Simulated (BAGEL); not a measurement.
# BHO2 (oxoborinic acid) at PBE0/def2-TZVPP (density fitting with qzvpp-jkfit)

What is the energy change on altering one bond length of BHO2 (oxoborinic acid) at PBE0/def2-TZVPP (density fitting with qzvpp-jkfit)? 

The results are computed with BAGEL 1.2.2.

1 further run of the same task is left out (set aside as unsound or not needed). Runs told in other sessions of the task aren't counted.

## 1. The system as given

BHO2: 4 atoms, total charge 0, spin state singlet. SMILES: `O=BO`. The shape is that of a PBE0-D4/def2-TZVP optimisation.

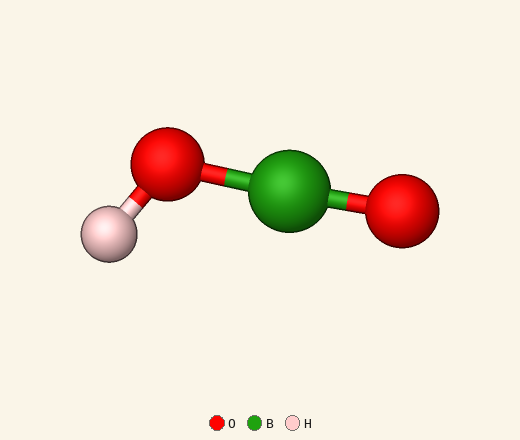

The structure, seen from a chosen angle (oxygen red, boron green, hydrogen pink).

## 2. A single-point energy at PBE0/def2-TZVPP (density fitting with qzvpp-jkfit)

calc.json

```json
{ "bagel" : [

{
  "title" : "molecule",
  "basis" : "tzvpp",
  "df_basis" : "qzvpp-jkfit",
  "angstrom" : "true",
  "geometry" : [
    { "atom" : "O", "xyz" : [   -1.555100,    0.523500,    0.428500 ] },
    { "atom" : "B", "xyz" : [   -0.423900,    0.132000,    0.248600 ] },
    { "atom" : "O", "xyz" : [    0.816700,   -0.302000,    0.108600 ] },
    { "atom" : "H", "xyz" : [    1.162300,   -0.353500,   -0.785700 ] }
  ]
},
{ "title" : "ks", "xc_func" : "pbe0" },
{ "title" : "print", "file" : "orbitals.molden", "orbitals" : "true" }

]}
```

Command:

```sh
BAGEL_NUM_THREADS=1 BAGEL calc.json > calc.out
```

Standard output:

```text
* using 1 threads per process

  ===============================================================
  ===============================================================

  *** Geometry ***

  { "atom" : "O", "xyz" : [     -2.938713,      0.989272,      0.809748 ] },
  { "atom" : "B", "xyz" : [     -0.801055,      0.249444,      0.469786 ] },
  { "atom" : "O", "xyz" : [      1.543339,     -0.570697,      0.205224 ] },
  { "atom" : "H", "xyz" : [      2.196429,     -0.668018,     -1.484758 ] },

  Number of auxiliary basis functions:      247

  Since a DF basis is specified, we compute 2- and 3-index integrals:
    o Being stored without compression. Storage requirement is 0.023 GB

  Number of basis functions:      107
  Number of electrons      :       22

    * METHOD: MOLECULE                             0.10

  *** Kohn-Sham DFT ***

    * Removing 5763 points whose weight is below 1.00e-10
    * Grid points: 53861

  === Nuclear Repulsion ===
    54.0055765754

       - DIIS with orbital gradients will be used.

  === KS iteration (pbe0 / tzvpp) ===
      0       -151.79903863          0.19066931           0.20
      1       -156.44073635          0.15861848           0.20
      2       -163.55192854          0.15510169           0.20
      3       -175.38514779          0.03844225           0.20
      4       -175.68787081          0.02606825           0.21
      5       -175.69286437          0.02353475           0.20
      6       -175.85092181          0.00707872           0.20
      7       -175.86499012          0.00095130           0.20
      8       -175.86524920          0.00009434           0.19
      9       -175.86525136          0.00002230           0.19
     10       -175.86525147          0.00000422           0.20
     11       -175.86525147          0.00000092           0.20
     12       -175.86525147          0.00000046           0.20
     13       -175.86525147          0.00000035           0.20
     14       -175.86525147          0.00000003           0.21
     15       -175.86525147          0.00000001           0.20
    * SCF iteration converged.

    * Permanent dipole moment:
           (   -1.240892,     0.381575,     0.787535) a.u.

    * METHOD: KS                                   3.48

    * METHOD: PRINT                                0.03

  ===============================================================
```

It took 3.9 s on 1 thread of Arm Neoverse V1, shared host; peak memory 0.28 GiB.

## 3. The distorted shape, same level

calc.json

```json
{ "bagel": [

{
  "title": "molecule",
  "basis": "tzvpp",
  "df_basis": "qzvpp-jkfit",
  "angstrom": true,
  "geometry": [
    { "atom": "O", "xyz": [   -1.831563,    0.564697,    1.143896 ] },
    { "atom": "B", "xyz": [   -0.700363,    0.173197,    0.963996 ] },
    { "atom": "O", "xyz": [    0.540237,   -0.260803,    0.823996 ] },
    { "atom": "H", "xyz": [    1.162300,   -0.353500,   -0.785700 ] }
  ]
},
{ "title": "ks", "xc_func": "pbe0" },
{ "title": "print", "file": "orbitals.molden", "orbitals": true }

]}
```

Command:

```sh
BAGEL_NUM_THREADS=1 BAGEL calc.json > calc.out
```

Standard output:

```text
* using 1 threads per process

  ===============================================================
  ===============================================================

  *** Geometry ***

  { "atom" : "O", "xyz" : [     -3.461152,      1.067123,      2.161650 ] },
  { "atom" : "B", "xyz" : [     -1.323494,      0.327295,      1.821688 ] },
  { "atom" : "O", "xyz" : [      1.020900,     -0.492846,      1.557127 ] },
  { "atom" : "H", "xyz" : [      2.196429,     -0.668018,     -1.484758 ] },

  Number of auxiliary basis functions:      247

  Since a DF basis is specified, we compute 2- and 3-index integrals:
    o Being stored without compression. Storage requirement is 0.023 GB

  Number of basis functions:      107
  Number of electrons      :       22

    * METHOD: MOLECULE                             0.10

  *** Kohn-Sham DFT ***

    * Removing 5076 points whose weight is below 1.00e-10
    * Grid points: 54548

  === Nuclear Repulsion ===
    51.4931152011

       - DIIS with orbital gradients will be used.

  === KS iteration (pbe0 / tzvpp) ===
      0       -151.63517298          0.17885851           0.20
      1       -154.64151800          0.13975969           0.20
      2       -162.78476197          0.14560056           0.20
      3       -174.81224796          0.04632829           0.20
      4       -175.20189176          0.03912868           0.20
      5       -175.35700354          0.03298961           0.20
      6       -175.49177969          0.02646440           0.21
      7       -175.70525831          0.00529559           0.21
      8       -175.71274282          0.00339261           0.20
      9       -175.71754290          0.00033790           0.21
     10       -175.71758214          0.00006178           0.20
     11       -175.71758351          0.00001557           0.21
     12       -175.71758357          0.00000789           0.21
     13       -175.71758360          0.00000143           0.20
     14       -175.71758360          0.00000074           0.20
     15       -175.71758360          0.00000011           0.21
     16       -175.71758360          0.00000004           0.21
     17       -175.71758360          0.00000003           0.21
     18       -175.71758360          0.00000001           0.21
    * SCF iteration converged.

    * Permanent dipole moment:
           (   -1.341915,     0.386993,     1.167713) a.u.

    * METHOD: KS                                   4.12

    * METHOD: PRINT                                0.03

  ===============================================================
```

It took 4.5 s on 1 thread of Arm Neoverse V1, shared host; peak memory 0.28 GiB.

## 4. What came out

At PBE0/def2-TZVPP (density fitting with qzvpp-jkfit):

| quantity | value |
| --- | --- |
| first shape: total energy | -175.86525 Eh |
| first shape: dipole moment | 3.86 D |
| first shape: HOMO energy | -9.39 eV |
| first shape: LUMO energy | -0.48 eV |
| first shape: HOMO–LUMO gap | 8.91 eV |
| distorted shape: total energy | -175.71758 Eh |
| distorted shape: dipole moment | 4.63 D |
| distorted shape: HOMO energy | -9.11 eV |
| distorted shape: LUMO energy | -5.38 eV |
| distorted shape: HOMO–LUMO gap | 3.73 eV |
| energy change with the O3–H4 bond stretched from 0.960 to 1.728 Å | 4.018 eV |

With the O3–H4 bond stretched from 0.960 to 1.728 Å the energy rises by 4.02 eV (93 kcal/mol). A restricted reference can't describe the breaking bond well at this length.
